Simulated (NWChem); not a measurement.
**C5H6 (pent-3-en-1-yne) at PBE0/6-31G**

Aim: the vertical ionisation energy of C5H6 (pent-3-en-1-yne) at PBE0/6-31G, from 2 runs. 

The results are computed with NWChem 7.3.0.

## Step 1: The molecule

C5H6: 11 atoms, total charge 0, spin state singlet. SMILES: `C#C/C=C/C`. The shape is that of a PBE0-D4/def2-TZVP optimisation.

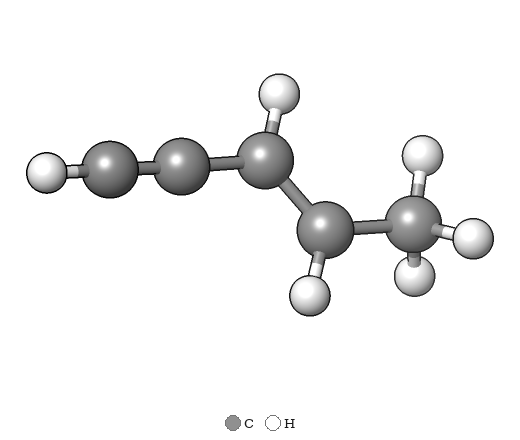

The structure, seen from a chosen angle (carbon grey, hydrogen white).

## Step 2: A single-point energy at PBE0/6-31G

File job.nw:

```
start job
title "C5H6 energy"
memory stack 880 mb heap 220 mb global 1100 mb
geometry units angstroms noautosym nocenter noautoz
   C    -1.516600    1.700600    2.003600
   C    -0.739100    1.143700    1.272900
   C     0.204200    0.511000    0.426200
   C    -0.092900   -0.483100   -0.413900
   C     0.889700   -1.151100   -1.304600
   H    -2.210500    2.187700    2.646400
   H     1.227200    0.877200    0.483800
   H    -1.121000   -0.834000   -0.456000
   H     1.889700   -0.729500   -1.189400
   H     0.593600   -1.055200   -2.354300
   H     0.941200   -2.224300   -1.094000
end
basis spherical bse
   * library 6-31G
end
dft
   xc pbe0
   grid fine
   convergence energy 1e-08
   iterations 100
   mulliken
   noprint "final vectors analysis"
end
task dft energy
```

Started as:

```sh
$ nwchem job.nw > job.out
```

The program printed:

```text
[...]
          Wavefunction type:  closed shell.
          No. of atoms     :    11
          No. of electrons :    36
[...]
          Charge           :     0
          Spin multiplicity:     1
[...]
          AO basis - number of functions:    57
[...]
              XC Information
              --------------
                         PBE0 Method XC Functional
                     Hartree-Fock (Exact) Exchange  0.250
          PerdewBurkeErnzerhof Exchange Functional  0.750
            Perdew 1991 LDA Correlation Functional  1.000 local
           PerdewBurkeErnz. Correlation Functional  1.000 non-local
[...]
 d= 0,ls=0.0,diis     1   -193.7234471889 -3.32D+02  1.21D-02  3.08D-01     1.4
[...]
 d= 0,ls=0.0,diis    10   -193.7647395177 -5.46D-09  5.92D-07  1.07D-09     9.7
         Total DFT energy =     -193.764739517703
      One electron energy =     -533.846933588772
           Coulomb energy =      230.386422205042
    Exchange-Corr. energy =      -29.049366026145
 Nuclear repulsion energy =      138.745137892171
[...]
      Total Density - Mulliken Population Analysis
     ---------------------------------------------
    Atom       Charge   Shell Charges
 -----------   ------   -------------------------------------------------------
    1 C    6     6.49   2.00  0.69  2.02  0.51  1.26
    2 C    6     5.96   2.00  0.70  2.04  0.38  0.83
    3 C    6     6.11   2.00  0.70  2.09  0.36  0.96
    4 C    6     6.09   2.00  0.70  2.04  0.52  0.83
    5 C    6     6.55   2.00  0.66  2.15  0.71  1.03
    6 H    1     0.72   0.51  0.21
    7 H    1     0.81   0.53  0.28
    8 H    1     0.82   0.53  0.29
    9 H    1     0.82   0.53  0.29
   10 H    1     0.81   0.52  0.29
[...]
```

It took 11 s on 1 thread of Intel Xeon Platinum 8375C at 2.90GHz (Ice Lake), shared host; peak memory 0.11 GiB.

## Step 3: The doublet cation

File m1.nw:

```
start m1
title "C5H6 energy"
memory stack 880 mb heap 220 mb global 1100 mb
charge 1
geometry noautosym nocenter noautoz
   C       -1.516600       1.700600       2.003600
   C       -0.739100       1.143700       1.272900
   C        0.204200       0.511000       0.426200
   C       -0.092900      -0.483100      -0.413900
   C        0.889700      -1.151100      -1.304600
   H       -2.210500       2.187700       2.646400
   H        1.227200       0.877200       0.483800
   H       -1.121000      -0.834000      -0.456000
   H        1.889700      -0.729500      -1.189400
   H        0.593600      -1.055200      -2.354300
   H        0.941200      -2.224300      -1.094000
end
basis spherical bse
   * library 6-31G
end
dft
   xc pbe0
   mult 2
   grid fine
   convergence energy 1e-08
   maxiter 100
   mulliken
   print low
end
task dft energy
```

Started as:

```sh
$ nwchem m1.nw > m1.out
```

The program printed:

```text
[...]
 d= 0,ls=0.0,diis     1   -193.3904313425 -3.32D+02  8.03D-03  1.19D-01     1.8
[...]
 d= 0,ls=0.0,diis    14   -193.4449050847 -3.49D-09  3.59D-07  1.34D-10    20.6
[...]
         Total DFT energy =     -193.444905084688
      One electron energy =     -525.330758817091
           Coulomb energy =      221.863424406555
    Exchange-Corr. energy =      -28.722708566324
 Nuclear repulsion energy =      138.745137892171
[...]
      Total Density - Mulliken Population Analysis
     ---------------------------------------------
    Atom       Charge   Shell Charges
 -----------   ------   -------------------------------------------------------
    1 C    6     6.22   2.00  0.74  1.96  0.49  1.03
    2 C    6     5.92   2.00  0.72  2.04  0.37  0.80
    3 C    6     6.04   2.00  0.72  2.07  0.39  0.86
    4 C    6     6.01   2.00  0.74  1.99  0.56  0.73
    5 C    6     6.59   2.00  0.66  2.16  0.75  1.02
    6 H    1     0.61   0.50  0.12
    7 H    1     0.70   0.52  0.18
    8 H    1     0.72   0.52  0.20
    9 H    1     0.76   0.52  0.24
   10 H    1     0.72   0.50  0.22
[...]
      <S2> =      0.7631 (Exact =     0.7500)
[...]
```

It took 21 s on 1 thread of Intel Xeon Platinum 8375C at 2.90GHz (Ice Lake), shared host; peak memory 0.12 GiB.

## Step 4: Summary of results

At PBE0/6-31G:

| quantity | value |
| --- | --- |
| singlet C5H6: total energy | -193.76474 Eh |
| singlet C5H6: dipole moment | 1.02 D |
| doublet cation: total energy | -193.44491 Eh |
| doublet cation: ⟨S²⟩ | 0.763 |
| vertical ionisation energy (to the doublet cation) | 8.703 eV |

Removing an electron at fixed nuclei costs 8.70 eV (201 kcal/mol). Mulliken charges (singlet C5H6) run from -0.55 on C5 to +0.28 on H6.
